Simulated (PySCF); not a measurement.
# Chlorine: the same states on changed settings

Aim: see what changed settings do to total energies and their difference. The change: scalar relativity by spin-free X2C-1e, unsound on purpose. A sound run of the same states serves as the yardstick.

The numbers are computed with PySCF 2.14.0 (unrestricted determinants in a Gaussian basis, no spin-orbit coupling in the energies), except any that are marked as measured or tabulated.

## Step 1: What is computed

- Element: chlorine (Z = 17)
- Basis: def2-SVP (4s3p1d, 18 functions)
- Hamiltonian: the spin-free X2C one-electron Hamiltonian (Gaussian nucleus)
- State 1: Cl²⁺: [Ne] 3s2 3p3, high-spin 4S determinant
- State 2: Cl³⁺: [Ne] 3s2 3p2, high-spin 3P determinant
- Methods: UHF, M06-2X, LDA, MP2, CCSD(T)
- Core shells frozen in the correlated runs: valence: [Ne] (for Cl²⁺)

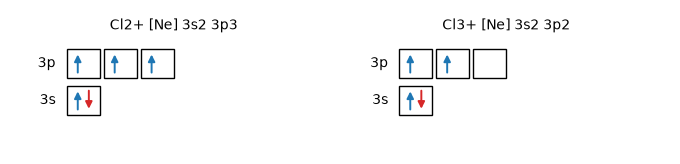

Outer shells as boxes.

The sound run (def2-SVP, no relativity, point nucleus, symmetry-adapted start, fine grid, valence correlation) gave:

| species | method | energy (hartree) |
| --- | --- | --- |
| Cl²⁺ | UHF | -458.05079 |
| Cl²⁺ | M06-2X | -458.61924 |
| Cl²⁺ | LDA | -457.12105 |
| Cl²⁺ | MP2 (valence) | -458.12338 |
| Cl²⁺ | CCSD(T) (valence) | -458.14333 |
| Cl³⁺ | UHF | -456.62025 |
| Cl³⁺ | M06-2X | -457.17060 |
| Cl³⁺ | LDA | -455.66413 |
| Cl³⁺ | MP2 (valence) | -456.67711 |
| Cl³⁺ | CCSD(T) (valence) | -456.70034 |

The runs were made by one driver on top of PySCF. The scripts below sum up each run's settings (the driver also hands on starting orbitals that pick excited configurations, and frozen orbitals as a list rather than a count), and the logs come from the driver's own runs. The driver starts from symmetry-adapted Hartree-Fock orbitals, holds the occupation by maximum overlap and uses a logarithmic radial grid for functionals, so a plain start would take other cycles.

It was started by

```
OMP_NUM_THREADS=1 python atomrun2.py TASK.json OUT
```

The integrals over 18 functions and the set-up took 0.01 s of CPU time.

## Step 2: Changed run, Cl²⁺, method by method

#### UHF

input.py reads:

```python
from pyscf import gto, scf, dft, mp, cc
import basis_set_exchange as bse
mol = gto.M(atom="Cl 0 0 0", charge=2, spin=3, symmetry="D2h",
            basis=gto.basis.parse(bse.get_basis("def2-SVP", elements=["Cl"], fmt="nwchem", header=False)),
            nucmod="G")
mf = scf.UHF(mol).sfx2c1e()
mf.irrep_nelec = {'Ag': (3, 3), 'B1u': (2, 1), 'B2u': (2, 1), 'B3u': (2, 1)}
mf.kernel()
```

Output:

```text
damping factor = 0
level_shift factor = 0
DIIS = <class 'pyscf.scf.diis.CDIIS'>
diis_start_cycle = 1
diis_space = 10
diis_damp = 0
SCF conv_tol = 1e-09
SCF conv_tol_grad = None
number electrons alpha = 9  beta = 6
cycle= 1 E= -459.299702161762  delta_E= -8.19e-12  |g|= 7.12e-07  |ddm|= 9.13e-06
converged SCF energy = -459.299702161762  <S^2> = 3.7507164  2S+1 = 4.0003582
```

It took 0.06 s on 1 thread of Intel Xeon Platinum 8259CL at 2.50GHz, shared host, the integrals not counted.

Orbital energies by shell (radii are means over both spins):

| shell | electrons | mean orbital energy (eV) | spread (eV) | rms radius (bohr) |
| --- | --- | --- | --- | --- |
| 1s α | 1 | -2892.8 | 0 | 0.106 |
| 1s β | 1 | -2891.6 | 0 | 0.106 |
| 2s α | 1 | -319.00 | 0 | 0.480 |
| 2s β | 1 | -317.90 | 0 | 0.480 |
| 2p α | 3 | -248.90 | 0 | 0.450 |
| 2p β | 3 | -246.94 | 0 | 0.450 |
| 3s α | 1 | -57.715 | 0 | 1.57 |
| 3s β | 1 | -46.904 | 0 | 1.57 |
| 3p α | 3 | -39.676 | 0 | 1.77 |

⟨S²⟩ = 3.751, ⟨L²⟩ = 0.00.

#### M06-2X

Changes to input.py:

```diff
@@ -5,3 +5,3 @@
             nucmod="G")
-mf = scf.UHF(mol).sfx2c1e()
+mf = dft.UKS(mol, xc="M062X").sfx2c1e()
 mf.irrep_nelec = {'Ag': (3, 3), 'B1u': (2, 1), 'B2u': (2, 1), 'B3u': (2, 1)}
```

Output:

```text
damping factor = 0
level_shift factor = 0
DIIS = <class 'pyscf.scf.diis.CDIIS'>
diis_start_cycle = 1
diis_space = 10
diis_damp = 0
SCF conv_tol = 1e-09
SCF conv_tol_grad = None
number electrons alpha = 9  beta = 6
XC functionals = M062X
    Y. Zhao and D. G. Truhlar.,  Theor. Chem. Acc. 120, 215 (2008)
    Y. Zhao and D. G. Truhlar.,  Theor. Chem. Acc. 120, 215 (2008)
cycle= 1 E= -459.867757586069  delta_E= -0.001  |g|= 0.00449  |ddm|= 0.0598
cycle= 2 E= -459.867771540309  delta_E= -1.4e-05  |g|= 0.000657  |ddm|= 0.0143
cycle= 3 E= -459.867771865076  delta_E= -3.25e-07  |g|= 9.51e-05  |ddm|= 0.00166
cycle= 4 E= -459.867771868622  delta_E= -3.55e-09  |g|= 2.93e-06  |ddm|= 0.000235
cycle= 5 E= -459.867771868627  delta_E= -5.68e-12  |g|= 2.78e-07  |ddm|= 9.64e-06
converged SCF energy = -459.867771868627  <S^2> = 3.7511715  2S+1 = 4.0005857
```

It took 0.17 s on 1 thread of Intel Xeon Platinum 8259CL at 2.50GHz, shared host, the integrals not counted.

#### LDA

Changes to input.py:

```diff
@@ -5,3 +5,3 @@
             nucmod="G")
-mf = dft.UKS(mol, xc="M062X").sfx2c1e()
+mf = dft.UKS(mol, xc="LDA,VWN").sfx2c1e()
 mf.irrep_nelec = {'Ag': (3, 3), 'B1u': (2, 1), 'B2u': (2, 1), 'B3u': (2, 1)}
```

Output:

```text
damping factor = 0
level_shift factor = 0
DIIS = <class 'pyscf.scf.diis.CDIIS'>
diis_start_cycle = 1
diis_space = 10
diis_damp = 0
SCF conv_tol = 1e-09
SCF conv_tol_grad = None
number electrons alpha = 9  beta = 6
XC functionals = LDA,VWN
    P. A. M. Dirac.,  Math. Proc. Cambridge Philos. Soc. 26, 376 (1930)
    F. Bloch.,  Z. Phys. 57, 545 (1929)
    S. H. Vosko, L. Wilk, and M. Nusair.,  Can. J. Phys. 58, 1200 (1980)
cycle= 1 E= -458.368469465162  delta_E= -0.00381  |g|= 0.013  |ddm|= 0.0744
cycle= 2 E= -458.368491013819  delta_E= -2.15e-05  |g|= 0.00104  |ddm|= 0.00502
cycle= 3 E= -458.368491161249  delta_E= -1.47e-07  |g|= 1.73e-05  |ddm|= 0.000509
cycle= 4 E= -458.368491161381  delta_E= -1.33e-10  |g|= 2.17e-06  |ddm|= 3.25e-05
converged SCF energy = -458.368491161381  <S^2> = 3.7503245  2S+1 = 4.0001622
```

Time after the integrals: 0.06 s (1 thread of Intel Xeon Platinum 8259CL at 2.50GHz, shared host).

#### MP2 (valence)

Changes to input.py:

```diff
@@ -5,4 +5,5 @@
             nucmod="G")
-mf = dft.UKS(mol, xc="LDA,VWN").sfx2c1e()
+mf = scf.UHF(mol).sfx2c1e()
 mf.irrep_nelec = {'Ag': (3, 3), 'B1u': (2, 1), 'B2u': (2, 1), 'B3u': (2, 1)}
 mf.kernel()
+mp.UMP2(mf, frozen=5).kernel()
```

The driver printed no log here.

Time after the integrals: 0.01 s (1 thread of Intel Xeon Platinum 8259CL at 2.50GHz, shared host).

With 5 electrons correlated, the MP2 correlation energy is -0.07254 hartree (-0.01939 same spin, -0.05315 opposite spin); the SCS form gives -0.07024. Largest pairs of shells: 3s-3p -0.0471, 3p-3p -0.0177, 3s-3s -0.0077.

#### CCSD(T) (valence)

Changes to input.py:

```diff
@@ -8,2 +8,3 @@
 mf.kernel()
-mp.UMP2(mf, frozen=5).kernel()
+mycc = cc.CCSD(mf, frozen=5).run()
+mycc.ccsd_t()
```

Output:

```text
CC2 = 0
CCSD nocc = (np.int64(4), np.int64(1)), nmo = (13, 13)
frozen orbitals [[0, 1, 2, 3, 4], [0, 1, 2, 3, 4]]
max_cycle = 100
direct = 0
conv_tol = 1e-08
conv_tol_normt = 1e-06
diis_space = 8
diis_start_cycle = 0
Init t2, MP2 energy = -0.0725351159438404
Init E_corr(UCCSD) = -0.0725351159441152
cycle = 1  E_corr(UCCSD) = -0.0874179509043944  dE = -0.014882835  norm(t1,t2) = 0.0358991
cycle = 2  E_corr(UCCSD) = -0.0905178230157511  dE = -0.00309987211  norm(t1,t2) = 0.00950344
cycle = 3  E_corr(UCCSD) = -0.0915850305038314  dE = -0.00106720749  norm(t1,t2) = 0.00305207
cycle = 4  E_corr(UCCSD) = -0.0915656922341784  dE = 1.93382697e-05  norm(t1,t2) = 0.000286927
cycle = 5  E_corr(UCCSD) = -0.091566437136033  dE = -7.44901855e-07  norm(t1,t2) = 2.8286e-05
cycle = 6  E_corr(UCCSD) = -0.0915660958665433  dE = 3.4126949e-07  norm(t1,t2) = 5.80303e-06
cycle = 7  E_corr(UCCSD) = -0.0915662648946214  dE = -1.69028078e-07  norm(t1,t2) = 4.43335e-07
cycle = 8  E_corr(UCCSD) = -0.0915662438695911  dE = 2.10250302e-08  norm(t1,t2) = 8.45216e-08
cycle = 9  E_corr(UCCSD) = -0.0915662384189965  dE = 5.45059461e-09  norm(t1,t2) = 3.50579e-08
UCCSD converged
E(UCCSD) = -459.391268400181  E_corr = -0.09156623841899651
UCCSD(T) correction = -0.000848742516469052
```

It took 0.1 s on 1 thread of Intel Xeon Platinum 8259CL at 2.50GHz, shared host, the integrals not counted.

CCSD correlation -0.09157 hartree, triples -0.00085; total -459.392117. T1 = 0.002, largest double amplitude 0.061.

## Step 3: Changed run, Cl³⁺: the ladder of methods

#### UHF

input.py reads:

```python
from pyscf import gto, scf, dft, mp, cc
import basis_set_exchange as bse
mol = gto.M(atom="Cl 0 0 0", charge=3, spin=2, symmetry="D2h",
            basis=gto.basis.parse(bse.get_basis("def2-SVP", elements=["Cl"], fmt="nwchem", header=False)),
            nucmod="G")
mf = scf.UHF(mol).sfx2c1e()
mf.irrep_nelec = {'Ag': (3, 3), 'B1u': (2, 1), 'B2u': (2, 1), 'B3u': (1, 1)}
mf.kernel()
```

Output:

```text
damping factor = 0
level_shift factor = 0
DIIS = <class 'pyscf.scf.diis.CDIIS'>
diis_start_cycle = 1
diis_space = 10
diis_damp = 0
SCF conv_tol = 1e-09
SCF conv_tol_grad = None
number electrons alpha = 8  beta = 6
cycle= 1 E= -457.867521913291  delta_E= -0.00451  |g|= 0.0269  |ddm|= 0.0691
cycle= 2 E= -457.867986596022  delta_E= -0.000465  |g|= 0.0087  |ddm|= 0.0223
cycle= 3 E= -457.868040786362  delta_E= -5.42e-05  |g|= 0.000127  |ddm|= 0.0107
cycle= 4 E= -457.868040796536  delta_E= -1.02e-08  |g|= 1.23e-05  |ddm|= 0.000243
cycle= 5 E= -457.868040796645  delta_E= -1.09e-10  |g|= 1.23e-06  |ddm|= 3.91e-05
converged SCF energy = -457.868040796645  <S^2> = 2.0075205  2S+1 = 3.0050095
```

Time after the integrals: 0.07 s (1 thread of Intel Xeon Platinum 8259CL at 2.50GHz, shared host).

The occupied shells:

| shell | electrons | mean orbital energy (eV) | spread (eV) | rms radius (bohr) |
| --- | --- | --- | --- | --- |
| 1s α | 1 | -2910.9 | 0 | 0.106 |
| 1s β | 1 | -2910.0 | 0 | 0.106 |
| 2s α | 1 | -336.03 | 0 | 0.479 |
| 2s β | 1 | -335.22 | 0 | 0.479 |
| 2p α | 3 | -265.80 | 0.691 | 0.450 |
| 2p β | 3 | -264.36 | 0.928 | 0.450 |
| 3s α | 1 | -69.384 | 0 | 1.51 |
| 3s β | 1 | -61.803 | 0 | 1.51 |
| 3p α | 2 | -52.833 | 0 | 1.67 |

⟨S²⟩ = 2.008, ⟨L²⟩ = 2.02.

#### M06-2X

Changes to input.py:

```diff
@@ -5,3 +5,3 @@
             nucmod="G")
-mf = scf.UHF(mol).sfx2c1e()
+mf = dft.UKS(mol, xc="M062X").sfx2c1e()
 mf.irrep_nelec = {'Ag': (3, 3), 'B1u': (2, 1), 'B2u': (2, 1), 'B3u': (1, 1)}
```

Output:

```text
damping factor = 0
level_shift factor = 0
DIIS = <class 'pyscf.scf.diis.CDIIS'>
diis_start_cycle = 1
diis_space = 10
diis_damp = 0
SCF conv_tol = 1e-09
SCF conv_tol_grad = None
number electrons alpha = 8  beta = 6
XC functionals = M062X
    Y. Zhao and D. G. Truhlar.,  Theor. Chem. Acc. 120, 215 (2008)
    Y. Zhao and D. G. Truhlar.,  Theor. Chem. Acc. 120, 215 (2008)
cycle= 1 E= -458.418093654521  delta_E= -0.00216  |g|= 0.00866  |ddm|= 0.0635
cycle= 2 E= -458.418145433318  delta_E= -5.18e-05  |g|= 0.00168  |ddm|= 0.0121
cycle= 3 E= -458.418147473663  delta_E= -2.04e-06  |g|= 4.22e-05  |ddm|= 0.00264
cycle= 4 E= -458.418147474767  delta_E= -1.1e-09  |g|= 2.67e-06  |ddm|= 6.49e-05
cycle= 5 E= -458.41814747477  delta_E= -3.58e-12  |g|= 2.19e-07  |ddm|= 6.43e-06
converged SCF energy = -458.41814747477  <S^2> = 2.0019637  2S+1 = 3.0013088
```

Time after the integrals: 0.25 s (1 thread of Intel Xeon Platinum 8259CL at 2.50GHz, shared host).

#### LDA

Changes to input.py:

```diff
@@ -5,3 +5,3 @@
             nucmod="G")
-mf = dft.UKS(mol, xc="M062X").sfx2c1e()
+mf = dft.UKS(mol, xc="LDA,VWN").sfx2c1e()
 mf.irrep_nelec = {'Ag': (3, 3), 'B1u': (2, 1), 'B2u': (2, 1), 'B3u': (1, 1)}
```

Output:

```text
damping factor = 0
level_shift factor = 0
DIIS = <class 'pyscf.scf.diis.CDIIS'>
diis_start_cycle = 1
diis_space = 10
diis_damp = 0
SCF conv_tol = 1e-09
SCF conv_tol_grad = None
number electrons alpha = 8  beta = 6
XC functionals = LDA,VWN
    P. A. M. Dirac.,  Math. Proc. Cambridge Philos. Soc. 26, 376 (1930)
    F. Bloch.,  Z. Phys. 57, 545 (1929)
    S. H. Vosko, L. Wilk, and M. Nusair.,  Can. J. Phys. 58, 1200 (1980)
cycle= 1 E= -456.910558130395  delta_E= -0.00493  |g|= 0.0138  |ddm|= 0.0924
cycle= 2 E= -456.910585923419  delta_E= -2.78e-05  |g|= 0.00167  |ddm|= 0.0056
cycle= 3 E= -456.910586366001  delta_E= -4.43e-07  |g|= 0.000114  |ddm|= 0.00138
cycle= 4 E= -456.91058637138  delta_E= -5.38e-09  |g|= 1.34e-05  |ddm|= 0.000211
cycle= 5 E= -456.910586371461  delta_E= -8.07e-11  |g|= 6.39e-08  |ddm|= 2.58e-05
converged SCF energy = -456.910586371461  <S^2> = 2.000995  2S+1 = 3.0006633
```

It took 0.07 s on 1 thread of Intel Xeon Platinum 8259CL at 2.50GHz, shared host, the integrals not counted.

#### MP2 (valence)

Changes to input.py:

```diff
@@ -5,4 +5,5 @@
             nucmod="G")
-mf = dft.UKS(mol, xc="LDA,VWN").sfx2c1e()
+mf = scf.UHF(mol).sfx2c1e()
 mf.irrep_nelec = {'Ag': (3, 3), 'B1u': (2, 1), 'B2u': (2, 1), 'B3u': (1, 1)}
 mf.kernel()
+mp.UMP2(mf, frozen=5).kernel()
```

No log was kept for this step.

Time after the integrals: 0.01 s (1 thread of Intel Xeon Platinum 8259CL at 2.50GHz, shared host).

With 4 electrons correlated, the MP2 correlation energy is -0.05682 hartree (-0.00884 same spin, -0.04798 opposite spin); the SCS form gives -0.06052. Largest pairs of shells: 3s-3p -0.0345, 3s-3s -0.0163, 3p-3p -0.0060.

#### CCSD(T) (valence)

Changes to input.py:

```diff
@@ -8,2 +8,3 @@
 mf.kernel()
-mp.UMP2(mf, frozen=5).kernel()
+mycc = cc.CCSD(mf, frozen=5).run()
+mycc.ccsd_t()
```

Output:

```text
CC2 = 0
CCSD nocc = (np.int64(3), np.int64(1)), nmo = (13, 13)
frozen orbitals [[0, 1, 2, 3, 4], [0, 1, 2, 3, 4]]
max_cycle = 100
direct = 0
conv_tol = 1e-08
conv_tol_normt = 1e-06
diis_space = 8
diis_start_cycle = 0
Init t2, MP2 energy = -0.056815942392587
Init E_corr(UCCSD) = -0.0568159423933542
cycle = 1  E_corr(UCCSD) = -0.0722460650900912  dE = -0.0154301227  norm(t1,t2) = 0.0440555
cycle = 2  E_corr(UCCSD) = -0.0766986296762658  dE = -0.00445256459  norm(t1,t2) = 0.0160462
cycle = 3  E_corr(UCCSD) = -0.0791289394700012  dE = -0.00243030979  norm(t1,t2) = 0.00682835
cycle = 4  E_corr(UCCSD) = -0.0791037566917335  dE = 2.51827783e-05  norm(t1,t2) = 0.00102006
cycle = 5  E_corr(UCCSD) = -0.0791157856138036  dE = -1.20289221e-05  norm(t1,t2) = 0.000132729
cycle = 6  E_corr(UCCSD) = -0.0791120265334079  dE = 3.7590804e-06  norm(t1,t2) = 1.43544e-05
cycle = 7  E_corr(UCCSD) = -0.0791132712307986  dE = -1.24469739e-06  norm(t1,t2) = 2.62068e-06
cycle = 8  E_corr(UCCSD) = -0.0791129674629616  dE = 3.03767837e-07  norm(t1,t2) = 7.20477e-07
cycle = 9  E_corr(UCCSD) = -0.079112967230551  dE = 2.32410549e-10  norm(t1,t2) = 4.30787e-08
UCCSD converged
E(UCCSD) = -457.9471537638757  E_corr = -0.07911296723055102
UCCSD(T) correction = -0.000803730761853499
```

It took 0.11 s on 1 thread of Intel Xeon Platinum 8259CL at 2.50GHz, shared host, the integrals not counted.

CCSD correlation -0.07911 hartree, triples -0.00080; total -457.947957. T1 = 0.006, largest double amplitude 0.104.

## Step 4: Against the sound run

| species | method | converged | energy less sound run (eV) |
| --- | --- | --- | --- |
| Cl²⁺ | UHF | yes | -33.9845 |
| Cl²⁺ | M06-2X | yes | -33.9742 |
| Cl²⁺ | LDA | yes | -33.9445 |
| Cl²⁺ | MP2 (valence) | yes | -33.9832 |
| Cl²⁺ | CCSD(T) (valence) | yes | -33.9812 |
| Cl³⁺ | UHF | yes | -33.9542 |
| Cl³⁺ | M06-2X | yes | -33.9474 |
| Cl³⁺ | LDA | yes | -33.9179 |
| Cl³⁺ | MP2 (valence) | yes | -33.9528 |
| Cl³⁺ | CCSD(T) (valence) | yes | -33.9495 |

Ionisation energy of Cl²⁺:

| method | sound run (eV) | changed run (eV) | shift (eV) |
| --- | --- | --- | --- |
| UHF | 38.927 | 38.957 | +0.030 |
| M06-2X | 39.420 | 39.446 | +0.027 |
| LDA | 39.645 | 39.672 | +0.027 |
| MP2 | 39.355 | 39.385 | +0.030 |
| SCS-MP2 | 39.191 | 39.222 | +0.031 |
| CCSD | 39.265 | 39.296 | +0.032 |
| CCSD(T) | 39.266 | 39.298 | +0.032 |

## Step 5: What came out

```
                                 quantity                                  value
                                   change  scalar relativity by spin-free X2C-1e
                           runs converged                               10 of 10
largest shift of a converged total energy                                34.0 eV
   largest shift of the ionisation energy                    +0.032 eV (CCSD(T))
```

The ionisation energy moves by up to 0.03 eV, at CCSD(T). Most of the change in total energy is the relativistic energy itself. On top of that the contraction fixes the core shape for the Hamiltonian it was made with, so the changed run is not a good calculation with the other Hamiltonian either. The setting is unsound on purpose, so these numbers are no properties of the atom.
